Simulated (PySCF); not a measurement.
# [ZrCl3]+: singlet, from a trigonal planar start

The task is one start of a wider search on [ZrCl3]+: the singlet, from a trigonal planar start. It is relaxed, tested by its Hessian and followed downhill if it is a saddle.

Method: PBE0, basis Zr def2-TZVP with ECP28, Cl def2-TZVP, scalar-relativistic core potentials, no spin–orbit coupling, density fitting; program: PySCF 2.14.0.

### 1 The system as given

4 atoms, charge 1, spin multiplicity 1.

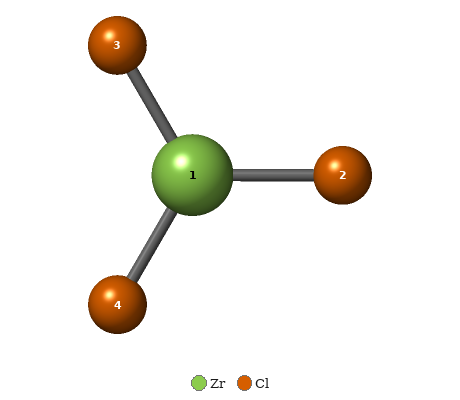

The starting geometry (zirconium green, chlorine orange); atoms are numbered from 1 in the order of the file.

```xyz
4
charge 1 multiplicity 1
Zr    0.0000    0.0000    0.0000
Cl    2.4794    0.0000    0.0000
Cl   -1.2397    2.1472    0.0000
Cl   -1.2397   -2.1472    0.0000
```

### 2 First SCF at the start

The steps below are one call of a driver around PySCF. For each, scf.py gives the equivalent set-up of the SCF; relaxations use the driver's own optimiser. After this first run the driver tries any further starts and a stability analysis.

scf.py

```python
from pyscf import gto, scf, dft
mol = gto.M(atom='''
Zr     0.000000     0.000000     0.000000
Cl     2.479400     0.000000     0.000000
Cl    -1.239700     2.147200     0.000000
Cl    -1.239700    -2.147200     0.000000''',
    basis={'Zr': 'def2-TZVP', 'Cl': 'def2-TZVP'},
    ecp={'Zr': 'def2-TZVP'},
    charge=1, spin=0)
mf = dft.RKS(mol, xc='PBE0')
mf.grids.atom_grid = (50, 194)
aux = {'Zr': 'def2-universal-JKFIT', 'Cl': 'def2-universal-JKFIT'}
mf = mf.density_fit(auxbasis=aux)
mf.conv_tol = 1e-08
mf.diis_space = 10
mf.max_cycle = 60
mf.init_guess = 'minao'
mf.verbose = 4
mf.kernel()
```

Command:

```
$ OMP_NUM_THREADS=4 python axn.py task.json out
```

The program printed:

```text
init E= -1421.93332822224
  HOMO = -0.523357767556076  LUMO = -0.442862186718885  gap/eV = 2.19040
cycle= 1 E= -1426.91595073502  delta_E= -4.98  |g|= 0.875  |ddm|=  4.4
  HOMO = -0.536608642830019  LUMO = -0.194159453930294  gap/eV = 9.31852
cycle= 2 E= -1426.58335679884  delta_E= 0.333  |g|= 1.23  |ddm|= 1.77
  HOMO = -0.515728942374311  LUMO = -0.374479087560453  gap/eV = 3.84360
cycle= 3 E= -1427.09493208577  delta_E= -0.512  |g|= 0.24  |ddm|= 1.25
  HOMO = -0.537997517806927  LUMO = -0.380842637046784  gap/eV = 4.27640
cycle= 4 E= -1427.10928054615  delta_E= -0.0143  |g|= 0.039  |ddm|= 0.197
  HOMO = -0.533443588855891  LUMO = -0.373382518017011  gap/eV = 4.35548
cycle= 5 E= -1427.10959230776  delta_E= -0.000312  |g|= 0.013  |ddm|= 0.0406
  HOMO = -0.53388252448514  LUMO = -0.374031310942612  gap/eV = 4.34977
cycle= 6 E= -1427.10963300343  delta_E= -4.07e-05  |g|= 0.00403  |ddm|= 0.00773
  HOMO = -0.533685655512149  LUMO = -0.37436144440304  gap/eV = 4.33543
cycle= 7 E= -1427.10963788245  delta_E= -4.88e-06  |g|= 0.000519  |ddm|= 0.00327
  HOMO = -0.533712108389499  LUMO = -0.37440554177416  gap/eV = 4.33495
cycle= 8 E= -1427.10963798299  delta_E= -1.01e-07  |g|= 0.000164  |ddm|= 0.000695
  HOMO = -0.533708414093307  LUMO = -0.374415537347796  gap/eV = 4.33458
cycle= 9 E= -1427.10963798948  delta_E= -6.49e-09  |g|= 0.000103  |ddm|= 0.000214
  HOMO = -0.533705579550854  LUMO = -0.374421058017368  gap/eV = 4.33435
cycle= 10 E= -1427.109637993  delta_E= -3.53e-09  |g|= 1.39e-05  |ddm|= 0.00011
  HOMO = -0.533706007882288  LUMO = -0.374416498056098  gap/eV = 4.33449
Extra cycle  E= -1427.10963799258  delta_E= 4.2e-10  |g|= 3.96e-05  |ddm|= 4.34e-05
converged SCF energy = -1427.10963799258
```

This step, with its further starts and checks, needed 28 s of wall time on 4 threads of Arm Neoverse N1, shared host.

Energies from each starting density:

```
                      start   energy (Eh)
    the minimal-basis guess  -1427.109638
a thermally smeared density  -1427.109638
      a smeared PBE density  -1427.109638
```

No lower closed-shell solution turned up from the other starts or in the test of internal stability.

### 3 Trigonal planar start, singlet: relaxation

The program finds D3h symmetry in the start, which this walk keeps.

Changes to scf.py since step 2:

```diff
@@ -4,3 +4,3 @@
-Cl     2.479400     0.000000     0.000000
-Cl    -1.239700     2.147200     0.000000
-Cl    -1.239700    -2.147200     0.000000''',
+Cl     2.479386    -0.000000     0.000000
+Cl    -1.239693     2.147212     0.000000
+Cl    -1.239693    -2.147212     0.000000''',
@@ -17 +16,0 @@
-mf.init_guess = 'minao'
```

Steps of the walk:

```
step   energy (Eh)  change (kJ/mol)  largest symmetric gradient (Eh/bohr)
   0  -1427.109638             0.00                               0.06149
   1  -1427.145192           -93.35                               0.03061
   2  -1427.151503          -109.92                               0.01431
   3  -1427.152693          -113.04                               0.00208
   4  -1427.152721          -113.11                               0.00013
   5  -1427.152721          -113.12                               0.00000
```

The walk took 30 s.

Geometry (Å) and forces (eV/Å) at some steps:

```
step 0
Zr   0.000   0.000   0.000  -0.018   0.000   0.000
Cl   2.479   0.000   0.000  -3.161   0.000   0.000
Cl  -1.240   2.147   0.000   1.589  -2.734   0.000
Cl  -1.240  -2.147   0.000   1.589   2.734   0.000
step 1
Zr   0.000   0.000   0.000  -0.015   0.000   0.000
Cl   2.348   0.000   0.000  -1.577   0.000   0.000
Cl  -1.174   2.033   0.000   0.796  -1.356   0.000
Cl  -1.174  -2.033   0.000   0.796   1.356   0.000
step 3
Zr   0.000   0.000   0.000  -0.025   0.000   0.000
Cl   2.270   0.000   0.000  -0.104   0.000   0.000
Cl  -1.135   1.966   0.000   0.065  -0.088   0.000
Cl  -1.135  -1.966   0.000   0.065   0.088   0.000
step 5
Zr   0.000   0.000   0.000  -0.025   0.000   0.000
Cl   2.266   0.000   0.000   0.004   0.000   0.000
Cl  -1.133   1.962   0.000   0.011   0.004   0.000
Cl  -1.133  -1.962   0.000   0.011  -0.004   0.000
```

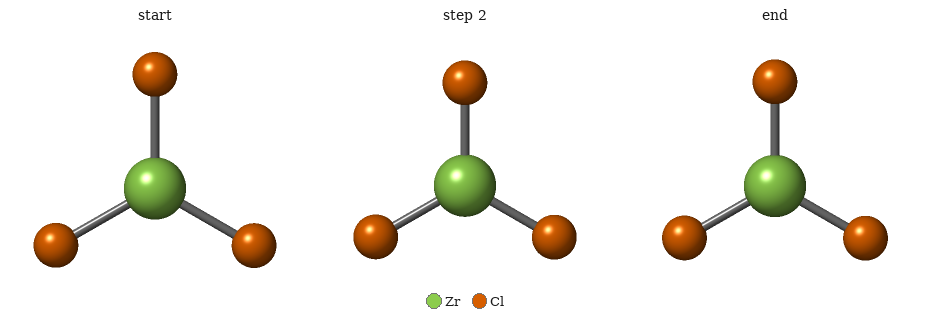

The geometry along the walk, at one scale.

After 5 steps and 113.1 kJ/mol it ends at D3h: Zr–Cl 2.266 Å (×3); Cl–Zr–Cl 120.0° (×3).

### 4 Frequencies

On the finer grid the gradient is checked again; gradients at displacements of ±0.02 bohr then give force constants and infrared intensities.

Changes to scf.py since step 3:

```diff
@@ -3,4 +3,4 @@
-Zr     0.000000     0.000000     0.000000
-Cl     2.479386    -0.000000     0.000000
-Cl    -1.239693     2.147212     0.000000
-Cl    -1.239693    -2.147212     0.000000''',
+Zr     0.000000    -0.000000     0.000000
+Cl     2.265594    -0.000000     0.000000
+Cl    -1.132797     1.962062     0.000000
+Cl    -1.132797    -1.962062     0.000000''',
@@ -11 +11 @@
-mf.grids.atom_grid = (50, 194)
+mf.grids.atom_grid = (75, 302)
@@ -14 +14 @@
-mf.conv_tol = 1e-08
+mf.conv_tol = 1e-10
```

The driver hands on the density of the step before, so the log starts near convergence.

SCF at the final geometry:

```text
init E= -1427.15291914875
  HOMO = -0.546238785060761  LUMO = -0.348856152173011  gap/eV = 5.37106
cycle= 1 E= -1427.15291914873  delta_E= 1.14e-11  |g|= 8.47e-06  |ddm|= 1.13e-05
  HOMO = -0.546238895931573  LUMO = -0.34885456199229  gap/eV = 5.37110
Extra cycle  E= -1427.15291914868  delta_E= 5.05e-11  |g|= 1.55e-05  |ddm|= 1.92e-05
converged SCF energy = -1427.15291914868
```

The whole step took 60 s.

Geometry: D3h; Zr–Cl 2.266 Å (×3); Cl–Zr–Cl 120.0° (×3).

Modes, for the most abundant isotopes:

| symmetry | ω (cm⁻¹) | IR (km/mol) | type |
| --- | --- | --- | --- |
| a2'' | 77i | 31.4 | bend |
| e' | 98 | 1.7 | bend |
| a1' | 419 | 0.0 | stretch |
| e' | 494 | 270 | stretch |

1 mode is imaginary, the largest at 77i cm⁻¹: a saddle point, not a minimum.

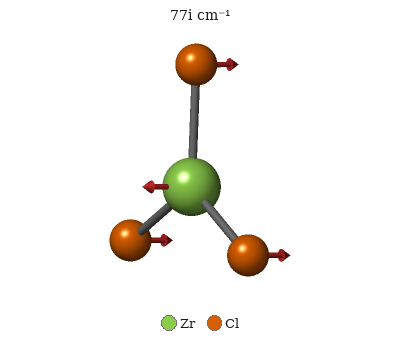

The imaginary mode, as arrows.

Properties at this point:

```yaml
Dipole_moment_about_the_centre_of_mass: 0.00 D
Highest_occupied_level: -14.86 eV
Lowest_empty_level: -9.49 eV
Rotational_constants: 0.06261, 0.06261, 0.03131 cm⁻¹
Zero-point_energy_real_modes: 9.6 kJ/mol
Principal_polarisabilities: 42.7, 83.8, 83.8 bohr³
Principal_traceless_quadrupole_moments_about_the_centre_of_mass: -1.28, -1.27, 2.55 D Å
```

Charges (e) and bond orders:

| atom | Mulliken | Löwdin | polar tensor | Mayer order to Zr1 |
| --- | --- | --- | --- | --- |
| Zr1 | 1.54 | 0.16 | 2.43 | – |
| Cl2,3,4 | -0.18 | 0.28 | -0.48 | 1.33 |

Outer orbital energies (eV). occupied: -16.53, -16.53, -15.70, -15.70, -15.21, -15.20, -15.20, -14.86; empty: -9.49, -8.71, -8.71, -7.14.

Mulliken populations on Zr1 (outside its core potential): s 2.19, p 6.27, d 1.92, f 0.08.

### 5 Downhill along the imaginary mode

The atoms are moved a little along the softest imaginary mode and relaxed again.

The program finds C3v symmetry in the start, which this walk keeps. Threshold on the gradient: 0.0003 Eh/bohr, with a further test on the energy change.

Changes to scf.py since step 4:

```diff
@@ -3,4 +3,4 @@
-Zr     0.000000    -0.000000     0.000000
-Cl     2.265594    -0.000000     0.000000
-Cl    -1.132797     1.962062     0.000000
-Cl    -1.132797    -1.962062     0.000000''',
+Zr    -0.000000    -0.000000     0.250000
+Cl     2.265594     0.000000    -0.214249
+Cl    -1.132797     1.962062    -0.214249
+Cl    -1.132797    -1.962062    -0.214249''',
@@ -11 +11 @@
-mf.grids.atom_grid = (75, 302)
+mf.grids.atom_grid = (50, 194)
@@ -14 +14 @@
-mf.conv_tol = 1e-10
+mf.conv_tol = 1e-08
```

The optimiser's trace:

```
step   energy (Eh)  change (kJ/mol)  largest symmetric gradient (Eh/bohr)
   0  -1427.153022             0.00                               0.02056
   1  -1427.156302            -8.61                               0.00544
   2  -1427.157330           -11.31                               0.00363
   3  -1427.158072           -13.26                               0.00884
   4  -1427.158268           -13.77                               0.00213
   5  -1427.158377           -14.06                               0.00034
   6  -1427.158392           -14.10                               0.00041
   7  -1427.158392           -14.10                               0.00004
```

The walk took 36 s.

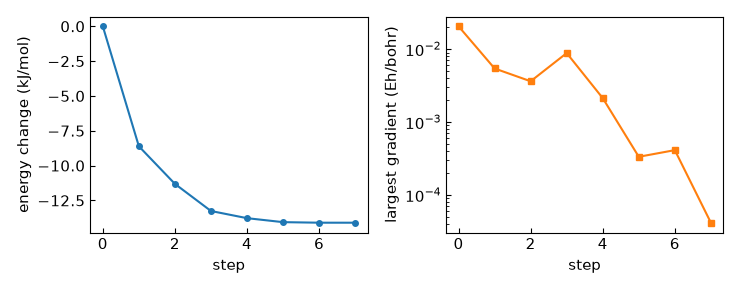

Energy and largest gradient along the walk.

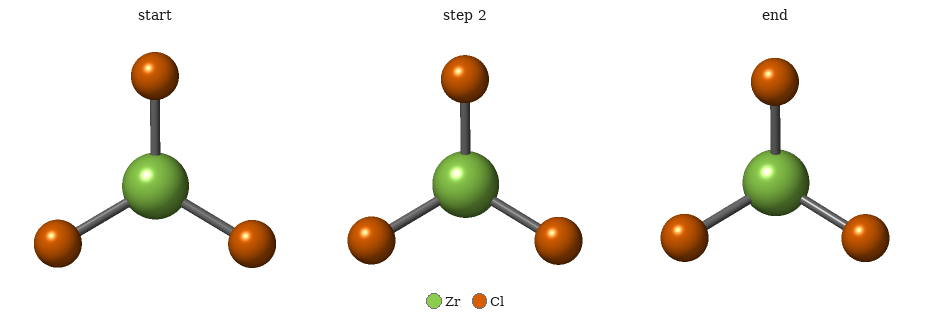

Start and end of the relaxation, with a step between.

End point (C3v, 7 steps, 14.1 kJ/mol gained): Zr–Cl 2.253 Å (×3); Cl–Zr–Cl 108.3° (×3).

### 6 Vibrations and properties at this point

As before: finer grid, then central differences.

Changes to scf.py since step 5:

```diff
@@ -3,4 +3,4 @@
-Zr    -0.000000    -0.000000     0.250000
-Cl     2.265594     0.000000    -0.214249
-Cl    -1.132797     1.962062    -0.214249
-Cl    -1.132797    -1.962062    -0.214249''',
+Zr    -0.000000    -0.000000     0.408552
+Cl     2.118047    -0.000000    -0.359702
+Cl    -1.059024     1.834283    -0.359702
+Cl    -1.059024    -1.834283    -0.359702''',
@@ -11 +11 @@
-mf.grids.atom_grid = (50, 194)
+mf.grids.atom_grid = (75, 302)
@@ -14 +14 @@
-mf.conv_tol = 1e-08
+mf.conv_tol = 1e-10
```

SCF at the final geometry:

```text
init E= -1427.15834741487
  HOMO = -0.536705240593418  LUMO = -0.331660729658438  gap/eV = 5.57955
cycle= 1 E= -1427.15834741487  delta_E= 3.18e-12  |g|= 8.44e-07  |ddm|= 1.11e-06
  HOMO = -0.536705174169174  LUMO = -0.331660958373438  gap/eV = 5.57954
Extra cycle  E= -1427.15834741488  delta_E= -5e-12  |g|= 1.84e-06  |ddm|= 2e-06
converged SCF energy = -1427.15834741488
```

The whole step needed 78 s of wall time on 4 threads of Arm Neoverse N1, shared host.

Geometry: C3v; Zr–Cl 2.253 Å (×3); Cl–Zr–Cl 109.0° (×3).

Harmonic modes (main isotopes):

| symmetry | ω (cm⁻¹) | IR (km/mol) | μ (u) | type |
| --- | --- | --- | --- | --- |
| a1 | 94 | 12.4 | 46.32 | bend |
| e | 115 | 1.9 | 37.79 | bend |
| a1 | 452 | 10.1 | 38.18 | stretch |
| e | 483 | 239 | 44.77 | stretch |

μ is the mass of the mode for normalised Cartesian displacements, not the reduced mass of the usual diatomic formula.

Every mode is real; the point is a minimum.

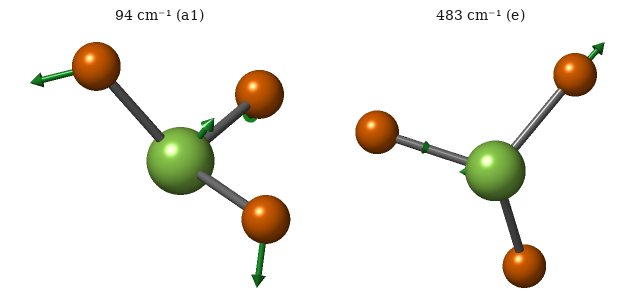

How the atoms move in 2 of the modes.

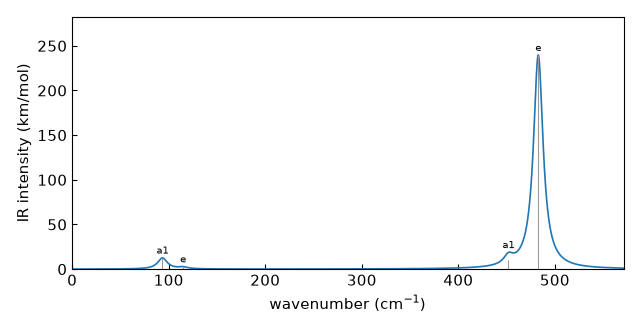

The harmonic infrared spectrum (widths in cm⁻¹). Lines are broadened to a width of 12 cm⁻¹ (Lorentzian).

Properties at this point:

```
Dipole moment about the centre of mass                          : 4.15 D
Highest occupied level                                          : -14.60 eV
Lowest empty level                                              : -9.02 eV
Rotational constants                                            : 0.06388, 0.06388, 0.03582 cm⁻¹
Zero-point energy                                               : 10.4 kJ/mol
Principal polarisabilities                                      : 44.3, 80.6, 80.7 bohr³
Principal traceless quadrupole moments about the centre of mass : -2.36, -2.36, 4.72 D Å
Entropy at 298.15 K and 1 bar                                   : 336.8 J/(mol K)
Heat capacity Cp at 298.15 K                                    : 74.1 J/(mol K)
Enthalpy at 298.15 K above 0 K                                  : 17.52 kJ/mol
Rotational symmetry number                                      : 3
```

Populations by atom (charges in e):

```
   atom  Mulliken  Löwdin  polar tensor  Mayer order to Zr1
    Zr1      1.48    0.11          2.28                   –
Cl2,3,4     -0.16    0.30         -0.43                1.36
```

Outer orbital energies (eV). occupied: -16.33, -16.33, -15.75, -15.75, -15.41, -14.95, -14.95, -14.60; empty: -9.02, -8.33, -8.33, -7.07.

Mulliken populations on Zr1 (outside its core potential): s 2.22, p 6.23, d 1.99, f 0.08.

### 7 Stability of the closed shell

At the lowest minimum the closed shell is tested against spin polarisation, on the (50, 194) grid. It is stable.

### 8 All stationary points

| spin | group | bonds | imaginary modes (cm⁻¹) | ΔE (kJ/mol) | with zero-point energy |
| --- | --- | --- | --- | --- | --- |
| singlet | C3v | Zr–Cl 2.253 Å (×3) | none | 0.0 | 0.0 |
| singlet | D3h | Zr–Cl 2.266 Å (×3) | 77i | 14.3 | – |

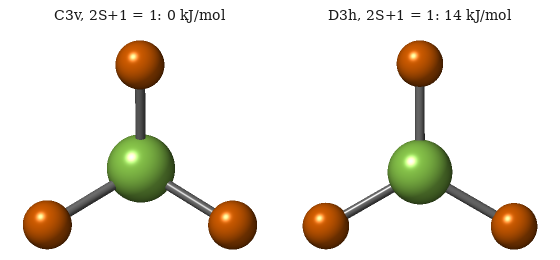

The points, lowest first (zirconium green, chlorine orange).

### 9 Results

```
                            quantity                                     value
                             minimum                              singlet, C3v
                            geometry  Zr–Cl 2.253 Å (×3); Cl–Zr–Cl 109.0° (×3)
                  wavenumbers (cm⁻¹)       94 (a1), 115 (e), 452 (a1), 483 (e)
      dipole moment (centre of mass)                                    4.15 D
highest occupied, lowest empty level                          -14.60, -9.02 eV
          polar-tensor charge of Zr1                                   +2.28 e
                   zero-point energy                               10.4 kJ/mol
                 entropy at 298.15 K                           336.8 J/(mol K)
```

In words: From D3h at the start the molecule goes to a C3v minimum, after a stop at a saddle point 14.3 kJ/mol higher, from which it was pushed off along an imaginary mode. In the infrared the band at 483 cm⁻¹ (e, stretch) leads. Other starts or spin states, not run here, may lie lower.

The search up to here took 4 min.
